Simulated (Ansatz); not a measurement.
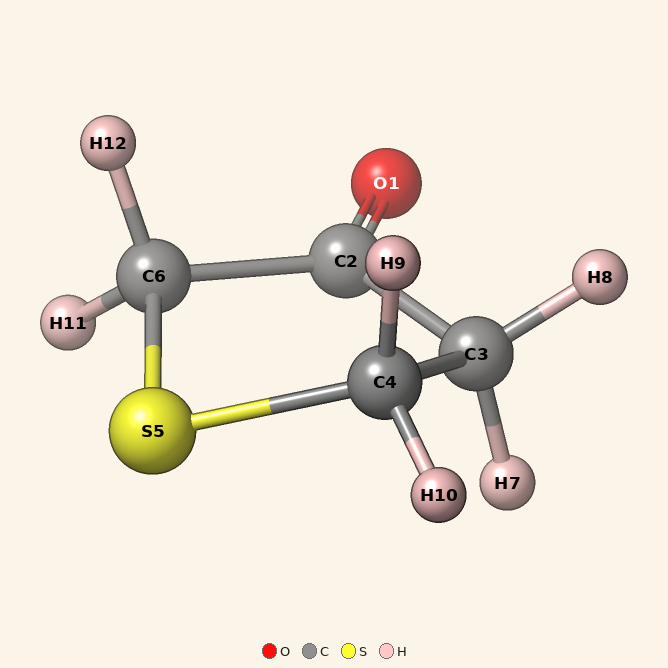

Depth is shown by fading: the farther an atom, the more it takes the colour of the background. The geometry was computed by an optimisation with PBE0-D4/def2-TZVP.

Question: What is the conformation of the ring C2–C3–C4–S5–C6?

Answer: It is a twist (half-chair). The Cremer–Pople amplitude Q is 0.42 Å.

Question: Give the torsion angles round the ring, beginning with the bond from its second to its third atom.

Answer: 36°, −36°, 26°, −9°, −18°.
